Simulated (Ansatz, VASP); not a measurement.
# TaN: VASP beside Ansatz

Wanted: the spread between two codes on one cell, functional and k mesh. The cell comes out of the VASP series on this material, whose earlier steps may have relaxed, scaled or displaced it; both programs get it as it stands.

Program: Ansatz 0.2.0. Level of theory: plane waves, with VASP 6.6.1 beside it; relaxation of cell and atoms at PBEsol. Results are calculated unless marked as measured.

## (1) Set-up

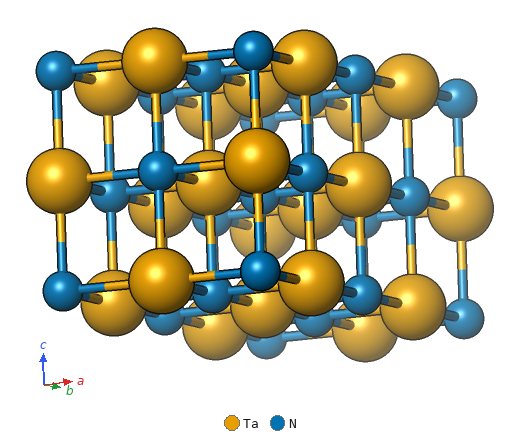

The cell as given, from a free direction (tantalum orange, nitrogen blue). 1×2×1 cells are drawn. This picture shows the conventional cell, with its axes. Some periodic images of atoms are drawn too.

Coordinates:

```
Ta N
1.0
     0.00000    2.18976    2.18976
     2.18976    0.00000    2.18976
     2.18976    2.18976    0.00000
Ta N
1 1
Direct
  0.50000 0.50000 0.50000
  0.00000 0.00000 0.00000
```

## (2) VASP: relaxation of cell and atoms, PBEsol

The relaxed volume is the usual yardstick between codes: its relative difference is about their pressure difference at one cell divided by the bulk modulus.

Lines of VASP's logs that name or quote its potential files are left out, and so is its time.

The input, INCAR:

```
SYSTEM = TaN
PREC = Accurate
ENCUT = 520
EDIFF = 1E-06
NELM = 100
ISMEAR = 1
SIGMA = 0.15
LREAL = .FALSE.
ALGO = Normal
GGA = PS
NBANDS = 14
LASPH = .TRUE.
LORBIT = 11
LWAVE = .FALSE.
LCHARG = .FALSE.
KPAR = 4
IBRION = 2
NSW = 50
ISIF = 3
EDIFFG = -0.006
```

The input, POSCAR:

```
TaN
1.0
    0.0000000000      2.1897569518      2.1897569518
    2.1897569518      0.0000000000      2.1897569518
    2.1897569518      2.1897569518      0.0000000000
Ta N
1 1
Direct
    0.5000000000      0.5000000000      0.5000000000
    0.0000000000      0.0000000000      0.0000000000
```

The input, KPOINTS:

```
Automatic mesh
0
Gamma
18 18 18
0 0 0
```

Potentials, in the order of the species: Ta_pv and N (PBE family, release 64).

The run is started by

```sh
$ mpirun -np 4 vasp_std
```

Numbers of over 12 decimals in the logs are rounded to 6 here.

What it wrote:

```text
[banner, memory and clock lines left out]
running    4 mpi-ranks, on    1 nodes
 distrk:  each k-point on    1 cores,    4 groups
 distr:  one band on    1 cores,    1 groups

 POSCAR found type information on POSCAR TaN
 POSCAR found :  2 types and       2 ions
|                                                                             |
|               ----> ADVICE to this user running VASP <----                  |
|                                                                             |
|     You enforced a specific xc type in the INCAR file but a different       |
|     [... a line on the potential file left out ...]
|     I HOPE YOU KNOW WHAT YOU ARE DOING!                                     |
|                                                                             |

 LDA part: xc-table for (Slater+PW92), standard interpolation
 POSCAR, INCAR and KPOINTS ok, starting setup
 FFT: planning ... GRIDC
 FFT: planning ... GRID_SOFT
 FFT: planning ... GRID
 WAVECAR not read
 entering main loop
       N       E                     dE             d eps       ncg     rms          rms(c)
DAV:   1     0.893030193181E+02    0.89303E+02   -0.88912E+03  5468   0.121E+03
DAV:   2    -0.230236130233E+02   -0.11233E+03   -0.10556E+03  6714   0.317E+02
DAV:   3    -0.259863897739E+02   -0.29628E+01   -0.29310E+01  6272   0.480E+01
DAV:   4    -0.260012857156E+02   -0.14896E-01   -0.14886E-01  6372   0.354E+00
DAV:   5    -0.260013782581E+02   -0.92542E-04   -0.92541E-04  6174   0.256E-01    0.250E+01
DAV:   6    -0.233394278177E+02    0.26620E+01   -0.57284E+00  6192   0.269E+01    0.106E+01
DAV:   7    -0.232513949090E+02    0.88033E-01   -0.35836E-01  6846   0.571E+00    0.716E+00
DAV:   8    -0.232168971581E+02    0.34498E-01   -0.13111E-01  6480   0.330E+00    0.141E+00
DAV:   9    -0.232128497451E+02    0.40474E-02   -0.12296E-02  6048   0.964E-01    0.364E-01
DAV:  10    -0.232127007450E+02    0.14900E-03   -0.50438E-04  7452   0.280E-01    0.105E-01
DAV:  11    -0.232126706890E+02    0.30056E-04   -0.58794E-05  6158   0.787E-02    0.182E-02
DAV:  12    -0.232126705760E+02    0.11300E-06   -0.33331E-06  7044   0.178E-02
   1 F= -.23212671E+02 E0= -.23212451E+02  d E =-.232127E+02
 curvature:   0.00 expect dE= 0.000E+00 dE for cont linesearch  0.000E+00
 trial: gam= 0.00000 g(F)=  0.176E-60 g(S)=  0.749E-07 ort = 0.000E+00 (trialstep = 0.100E+01)
 search vector abs. value=  0.750E-07
 reached required accuracy - stopping structural energy minimisation
```

From OUTCAR (step 2):

```text
ion  position               nearest neighbor table
   1  0.500  0.500  0.500-   2 2.19   2 2.19   2 2.19   2 2.19   2 2.19   2 2.19
   2  0.000  0.000  0.000-   1 2.19   1 2.19   1 2.19   1 2.19   1 2.19   1 2.19

  LATTYP: Found a face centered cubic cell.
 ALAT       =     4.3795139036

 Subroutine GETGRP returns: Found 48 space group operations
 (whereof 48 operations were pure point group operations)

The static configuration has the point symmetry O_h .

 Found    195 irreducible k-points:

   k-points           NKPTS =    195   k-points in BZ     NKDIM =    195   number of bands    NBANDS=     14

   dimension x,y,z NGX =    24 NGY =   24 NGZ =   24
   dimension x,y,z NGXF=    48 NGYF=   48 NGZF=   48

   ENCUT  =  520.0 eV  38.22 Ry    6.18 a.u.   5.76  5.76  5.76*2*pi/ulx,y,z

   NELECT =      16.0000    total number of electrons

 k-points in reciprocal lattice and weights: Automatic mesh
   0.00000000  0.00000000  0.00000000       0.000
   0.05555556  0.00000000  0.00000000       0.001
   0.11111111  0.00000000  0.00000000       0.001
   0.16666667  0.00000000  0.00000000       0.001
   0.22222222  0.00000000  0.00000000       0.001
   0.27777778  0.00000000  0.00000000       0.001
   0.33333333  0.00000000  0.00000000       0.001
   0.38888889  0.00000000  0.00000000       0.001
   0.44444444  0.00000000  0.00000000       0.001
[...]
-0.27777778  0.44444444  0.22222222       0.004
  -0.27777778  0.50000000  0.22222222       0.002

 average (electrostatic) potential at core
       1 -34.4373       2 -61.2276

 E-fermi :   9.5308

 k-point     1 :       0.0000    0.0000    0.0000
  band No.  band energies     occupation
    ...
      8       7.3542      2.00000
      9       7.3542      2.00000
     10       7.3542      2.00000
     11       9.5468      0.82121
     12       9.5468      0.82120
     13      11.1696     -0.00000
     14      18.8992      0.00000

 k-point     2 :       0.0556    0.0000    0.0000
  band No.  band energies     occupation
    ...
      6       5.4016      2.00000
      7       5.4016      2.00000
      8       7.4858      2.00000
      9       7.4858      2.00000
     10       7.5535      2.00000
     11       9.8719     -0.00600
     12       9.8719     -0.00600
     13      11.4014     -0.00000
     14      19.1382      0.00000

 k-point     3 :       0.1111    0.0000    0.0000
  band No.  band energies     occupation
    ...
      6       4.7804      2.00000
      7       4.7804      2.00000
      8       7.7944      2.00000
      9       7.7944      2.00000
     10       7.8662      2.00000
     11      10.6844     -0.00000
     12      10.6844     -0.00000
     13      12.0117     -0.00000
     14      19.8126      0.00000

  Total       -0.0010173     -0.0010173     -0.0010173      0.0000000      0.0000000      0.0000000
  in kB       -0.0776178     -0.0776178     -0.0776178      0.0000000      0.0000000      0.0000000
  external PRESSURE =      -0.0776178 kB  Pullay stress =       0.0000000 kB

  energy-cutoff  :      520.00
  volume of cell :       21.00
      direct lattice vectors                 reciprocal lattice vectors
     0.000000000  2.189756952  2.189756952    -0.228335843  0.228335843  0.228335843
     2.189756952  0.000000000  2.189756952     0.228335843 -0.228335843  0.228335843
     2.189756952  2.189756952  0.000000000     0.228335843  0.228335843 -0.228335843

 POSITION                                       TOTAL-FORCE (eV/Angst)
 -----------------------------------------------------------------------------------
      2.18976      2.18976      2.18976         0.000000      0.000000      0.000000
      0.00000      0.00000      0.00000        -0.000000     -0.000000     -0.000000
 -----------------------------------------------------------------------------------
    total drift:                                0.000000     -0.000000     -0.000000

  FREE ENERGIE OF THE ION-ELECTRON SYSTEM (eV)
  ---------------------------------------------------
  free  energy   TOTEN  =       -23.2126705760 eV

  energy  without entropy=      -23.2120106475  energy(sigma->0) =      -23.21245060

 reached required accuracy - stopping structural energy minimisation

 total charge
# of ion       s       p       d       tot
------------------------------------------
    1        0.277   6.230   2.476   8.983
    2        1.222   2.536   0.000   3.759
--------------------------------------------------
tot          1.499   8.767   2.476  12.741

[... 3 further parts left out ...]
```

CONTCAR:

```
TaN
   1.00000000000000
     0.0000000000000000    2.1897569518000002    2.1897569518000002
     2.1897569518000002    0.0000000000000000    2.1897569518000002
     2.1897569518000002    2.1897569518000002    0.0000000000000000
  Ta              N
     1     1
Direct
     0.5000000000000000    0.5000000000000000    0.5000000000000000
     0.0000000000000000    0.0000000000000000    0.0000000000000000
```

## (3) Ansatz: relaxation of cell and atoms, PBEsol

Ansatz runs on its default PAW (the set named soft_2) files.

The same cell, functional, mesh and smearing now go to Ansatz, which takes its cutoff from its data sets.

The input, input.yaml:

```yaml
crystal:
  lattice:
    - [0.0, 2.1897569518, 2.1897569518]
    - [2.1897569518, 0.0, 2.1897569518]
    - [2.1897569518, 2.1897569518, 0.0]
  atoms:
    - { symbol: Ta, position: [0.5, 0.5, 0.5] }
    - { symbol: "N", position: [0.0, 0.0, 0.0] }
hamiltonian:
  xc: pbesol
  pseudopotentials: { kind: paw }
kpoints:
  mp_grid: { grid: [18, 18, 18] }
scf:
  occupations: { method: methfessel_paxton, width: 0.15 }
relax:
  f_tol: 0.01
  max_steps: 60
  cell: { stress_tol: 0.05 }
output:
  forces: true
  stress: true
```

The run is started by

```sh
$ ansatz run input.yaml --threads 4 --pin off --max-ram 9216MiB --backend cpu --events-out ev --progress --plain --runs-dir out
```

What it wrote:

```text
Engine: ansatz 0.2.0, aarch64-unknown-linux-gnu
Pseudopotentials: kind: paw
Pseudopotential: Ta, paw, valence charge 13, recommended cutoff 420 eV (normal), Ta.paw.azcp
Pseudopotential: N, paw, valence charge 5, recommended cutoff 420 eV (normal), N.paw.azcp
Functional definition: PBEsol
  exchange = pbesol_x
  correlation = pbesol_c
Crystal: 2 atoms, lattice volume = 21.000 Å³
Basis set: ecut = 420 eV, 411 PW (Γ), exchange–correlation on 48×48×48 points (8 copies of the dense FFT grid, shifted against one another)
Bands: 13, of which v1, the nominal top of the filled ones, is band 9 counted from 1 (8 counted from 0)
Symmetry: 48 space group operations
Space group: Fm-3m (ITA 225), of the structure as read, at distance tolerance 2.8e-5 Å
k-points: 195 of 5832
Non-local potential: Ta, projectors of the file, l = 0: 3, l = 1: 2, l = 2: 2, l = 3: 1
Non-local potential: N, projectors of the file, l = 0: 2, l = 1: 2, l = 2: 1
PAW form: soft (Blöchl's): semilocal exchange-correlation on the pseudo side does not see the compensation charge
PAW frozen core: Ta, regenerated for the run's functional, and the local potential with it (the file was generated under x = pbe(κ = 0.804, μ = 0.219515), c = pbe(β = 0.066725))
PAW frozen core: N, regenerated for the run's functional, and the local potential with it (the file was generated under x = pbe(κ = 0.804, μ = 0.219515), c = pbe(β = 0.066725))
PAW one-centre angular grid: Ta, 590 points (default); XC on 64 Gauss nodes
PAW one-centre angular grid: N, 110 points (default); XC on 64 Gauss nodes
Initial density: superposition of atomic densities (neutral atoms: chi_scale 0, normalization atom), corrected by the library's trained network
Initial wavefunctions: pseudopotential atomic-orbital guess
Functional: x = pbesol(κ = 0.804, μ = 0.123457), c = pbesol(β = 0.046)
SCF iter   1: F=—  HF=-10187.070953 eV  |F-HF|=—  |Δ(HF+E_count)|=         —  Δρ=1.44e-2  dr2=4.46e-2  ethr=1.77e-3  ⟨swp⟩=5.2  Hψ=29533  notcnv=0  defer=66
automatic band count: the SCF goes on with 17 bands, as 13 were too few: the levels above may hold too much charge
preconditioner: auto → none  [metal: Δε(μ)=0.006 eV  Ē_g=15.614 eV  σ=0.150 eV  W_gap=0.03  n_scr=8 (ndim 8)  ℏωp=25.6 eV  f_vac=0.000  D(μ)=0.92/eV (n_scr^D=8)  sad-step TF]
SCF iter   2: F=—  HF=-10187.064723 eV  |F-HF|=—  |Δ(HF+E_count)|=   6.23e-3  S|Δr|=    0.00e0  Δρ=9.40e-3  dr2=2.08e-2  ethr=2.48e-4  ⟨swp⟩=1.0  Hψ=4875  notcnv=0  defer=66
SCF iter   3: F=—  HF=-10187.059681 eV  |F-HF|=—  |Δ(HF+E_count)|=   5.04e-3  S|Δr|=    0.00e0  Δρ=8.98e-4  dr2=1.23e-4  ethr=1.16e-4  ⟨swp⟩=2.0  Hψ=3462  notcnv=0  defer=66
SCF iter   4: F=—  HF=-10187.059612 eV  |F-HF|=—  |Δ(HF+E_count)|=   6.86e-5  S|Δr|=    0.00e0  Δρ=1.15e-4  dr2=3.41e-6  ethr=6.84e-7  ⟨swp⟩=2.4  Hψ=4500  notcnv=0  defer=66
SCF iter   5: F=—  HF=-10187.059611 eV  |F-HF|=—  |Δ(HF+E_count)|=   5.50e-7  S|Δr|=    0.00e0  Δρ=1.47e-5  dr2=1.67e-8  ethr=5.56e-10  ⟨swp⟩=3.3  Hψ=11987  notcnv=0
SCF iter   6: F=-10187.059611 eV  HF=-10187.059611 eV  |F-HF|=2.75e-10  |Δ(HF+E_count)|=  6.82e-10  S|Δr|=    0.00e0  Δρ=1.99e-6  dr2=1.49e-10  ethr=9.28e-11  ⟨swp⟩=1.7  Hψ=9087  notcnv=0
SCF 1 converged in 6 iterations: F = -10187.059611 eV  dr2 = 1.49e-10
  greatest PAW one-centre occupation: 1.000 electrons in one spin orbital (limit 2), on the Ta atom at site 0 (counted from 0), in its partial waves of l = 0
relax step   1: F+E_penalty+E_count = -10187.05961145 eV  Δ(F+E_penalty+E_count) = +0.000e0 eV  max|allowed force component| = 9.664e-30 eV/Å  Δτ_max = 0.0000 Å  P = -0.983 GPa  Ω = 21.000 Å³  (6 SCF iters, dr2 threshold 1.00e-7 eV, accepted)
[...]
relax step   2: F+E_penalty+E_count = -10187.06002107 eV  Δ(F+E_penalty+E_count) = -4.096e-4 eV  max|allowed force component| = 7.954e-30 eV/Å  Δτ_max = 0.0000 Å  P = +0.411 GPa  Ω = 20.919 Å³  energy of the carried Pulay correction = +2.639e-4 eV  (4 SCF iters, dr2 threshold 2.00e-7 eV, accepted)
[...]
relax step   3: F+E_penalty+E_count = -10187.05997371 eV  Δ(F+E_penalty+E_count) = +4.737e-5 eV  max|allowed force component| = 8.250e-30 eV/Å  Δτ_max = 0.0000 Å  P = -0.001 GPa  Ω = 20.943 Å³  energy of the carried Pulay correction = +1.862e-4 eV  (3 SCF iters, dr2 threshold 2.00e-7 eV, accepted)
[...]
relax step   4: F+E_penalty+E_count = -10187.05979370 eV  Δ(F+E_penalty+E_count) = +1.800e-4 eV  max|allowed force component| = 1.040e-29 eV/Å  Δτ_max = 0.0000 Å  P = -0.016 GPa  Ω = 20.943 Å³  stress off target by 1.58e-2 GPa  SCF on the basis re-selected at this cell (its energy is not comparable with the rows above)  (4 SCF iters)
basis re-selected at this cell: Δ(F+E_penalty+E_count) = +1.800e-4 eV, ΔP = -0.015 GPa vs the last step (what re-selecting the basis moved, of the pressure what is left beyond the Pulay correction that the steps carried, after the strain that the cell walked since its last selection, with what the two solves' SCF thresholds leave and, on support functions, any second-order correction that the steps lacked; it is no m [...]
SCF converged after 4 iterations
Stability not checked: this state was not tested for a lower state beside it, because cold or Methfessel-Paxton smearing, or corrected tetrahedra, fill the levels in a way that the test cannot read (fill_not_monotonic; see scf.lower_state_search)
Free energy (F): -10187.059794 eV
Harris-Foulkes:  -10187.059794 eV  (|F-HF|=1.82e-12)
Internal energy: -10187.059107 eV  (E = F + TS)
E sigma→0 (E₀):  -10187.059622 eV
Entropy (-TS):   -0.000687 eV (-0.343 meV/atom)
Fermi energy:    21.902705 eV
--- Per-component energies (eV) ---
  E_band       = -40.836348
  E_kinetic    = 501.630432
  E_local      = -574.467636  (includes V_loc(G=0)·N_el)
  E_nonlocal   = 62.963132
  E_hartree    = 193.297072
  E_xc         = -278.428355
  E_vxc        = -282.384320  (∫ρ·V_xc dr)
  E_paw        = -8395.602901  (= ΣΔE_a)
  E_vpaw       = -135.172322  (= ΣTr[D̂ρ^β])
  E_aug_tail   = 0.000239  (compensation charges beyond the density's cutoff)
  E_ewald      = -1696.692838
  E_core_change = 0.241745  (= ΣΔE_core)
  E_smearing   = -0.000687  (= −TS)
  E_closure    = 0.000000  (closes the sum)
  Σ components = -10187.059794   (vs F -10187.059794, Δ=0.00e0)
--- Forces (eV/Å), atoms counted from 1 ---
  atom   1  Ta     0.00000000    -0.00000000    -0.00000000
  atom   2  N     -0.00000000     0.00000000     0.00000000
  max |Σ_I F_I| component: 1.92e-29 eV/Å
--- Stress (GPa, compression-positive) ---
       -0.015806      -0.000000      -0.000000
       -0.000000      -0.015806      -0.000000
       -0.000000      -0.000000      -0.015806
  P = ⅓ Tr σ = -0.0158 GPa (-0.158 kbar)
--- Relaxed structure (3 steps of the walk, 3 accepted, 1 SCFs on fresh bases) ---
  F+E_penalty+E_count = -10187.05979370 eV   max|allowed force component| = 1.040e-29 eV/Å   (the final SCF, on the basis selected at the relaxed cell)
  cell:  # Å, volume = 20.9428 Å³
    - [0, 2.187769, 2.187769]
    - [2.187769, 0, 2.187769]
    - [2.187769, 2.187769, 0]
  atoms:
    - { symbol: Ta, position: [0.5, 0.5, 0.5] }
    - { symbol: N, position: [0, 0, 0] }
```

Run time: 3.9 s. Hardware: 4 threads of Arm Neoverse V1, shared host; peak memory 0.41 GiB; 14 s of CPU time.

## (4) Side by side

Known differences besides the PAW data sets themselves: both relaxations stop at a tolerance, which leaves soft axes loose, and VASP keeps its plane-wave basis; the data sets hold 18 valence electrons in Ansatz (default PAW (the set named soft_2) files) and 16 in VASP; the cutoff is 420 eV in Ansatz and 520 eV in VASP; Ansatz makes its cores anew for this functional, VASP keeps those of its PBE data sets; Ansatz adds a Pulay correction to the stress that steers its cell, VASP none. Total energies have different zeros and are not compared.

The two programs side by side:

| quantity | Ansatz | VASP | difference |
| --- | --- | --- | --- |
| volume (Å³) | 20.94 | 21.00 | -0.27 % |
| edge a after relaxation, in the typed setting (Å) | 3.094 | 3.097 | -0.09 % |

The walks stopped with -0.02 GPa left in Ansatz and -0.01 GPa in VASP; each walk ends within a tolerance, so the volume difference is uncertain by about these residues over the bulk modulus, most in soft cells.

## (5) Outcome

```
difference in volume (relaxation of cell and atoms, PBEsol) : -0.27 %
```

The difference in volume is -0.27 % (relaxation of cell and atoms, PBEsol), within the 1.2 % picked in this series as the mark of a large difference, as far as the stopping tolerances let one tell. How closely two codes agree says nothing of how well the functional describes the real material.

[Lines on the potential files, build, host, timing and source positions are cut from VASP's logs without a mark.]

[Logs are printed without paths, hosts, clocks, repeated set-up lines and the standing remarks that a program may print on its own settings, such as how far it seeks lower states.]

[Hosts, paths, dates, database ids (printed as entryN), source tags and the programs' standing remarks are cut or masked in the printed files.]
